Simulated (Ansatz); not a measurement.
Cost and result by functional for the surface energy of the (100) surface of alpha gallium in its 1x1 cell, outermost plane spacing 2.29 Å in the ideal cut, in Ansatz (plane waves, PAW). Single points on the PBE structure, on one kind of machine; costs are rough ratios of the slab run's core time (references not counted) to the cheapest single point. r2SCAN's cost holds its higher cutoff (500 against 420 eV). Differences are taken against r2SCAN for comparison alone: no measured value is at hand, so the table doesn't rank accuracy.

Model: 24-atom slab, 11.4 Å thick at the start, 8x5x1 mesh, Fermi-Dirac 0.1 eV, dipole correction, all atoms relaxed; symmetry of the start imposed; no spin, no spin-orbit, no U. These notes are the PBE run's.

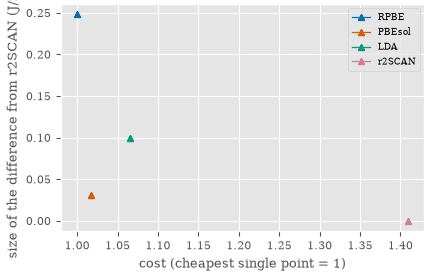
Fig. 1. Difference from r2SCAN against cost

| functional | relative cost | surface energy (J/m²) | less r2SCAN (J/m²) |
|---|---|---|---|
| RPBE | 1 | 0.35 | -0.25 |
| PBEsol | 1 | 0.63 | 0.03 |
| LDA | 1 | 0.70 | 0.10 |
| r2SCAN | 1 | 0.60 | 0.00 |
| PBE (the relaxed run's value) | – | 0.47 | -0.13 |

The values span 0.35 J/m², while the single points' costs differ by a factor of roughly 1. Differences are of unrounded values.

Ansatz is a program for electronic structure.
